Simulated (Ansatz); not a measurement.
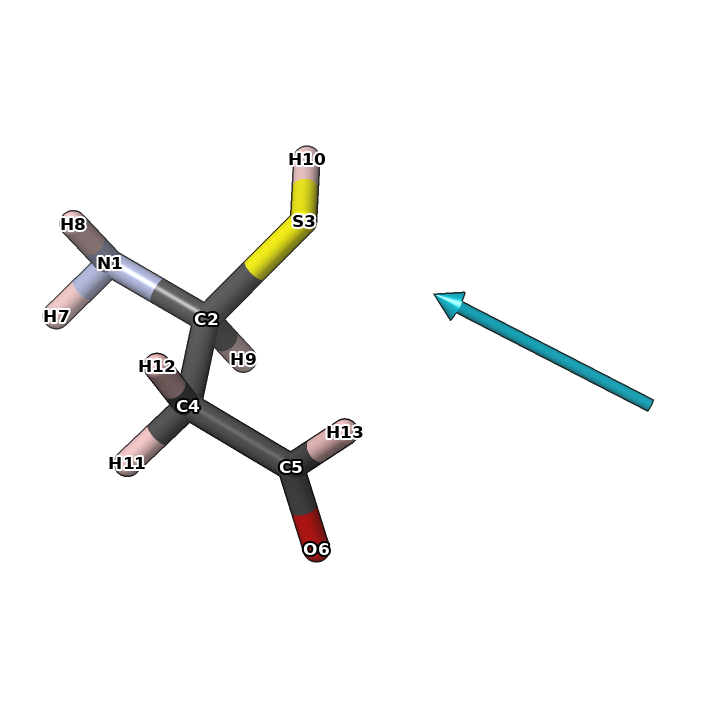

The arrow beside the molecule shows the direction of the dipole moment, from the negative to the positive end (its length means nothing). The geometry was computed by an optimisation with PBE0-D4/def2-TZVP. No frequency run is at hand to confirm it as a minimum. Properties computed with RKS PBE0-D4/def2-TZVP (Ansatz 0.2.0).

How large is the dipole moment?

Answer. 2.83 D; it points from the side of O6 to the side of H8 (the outermost atoms at the two ends).
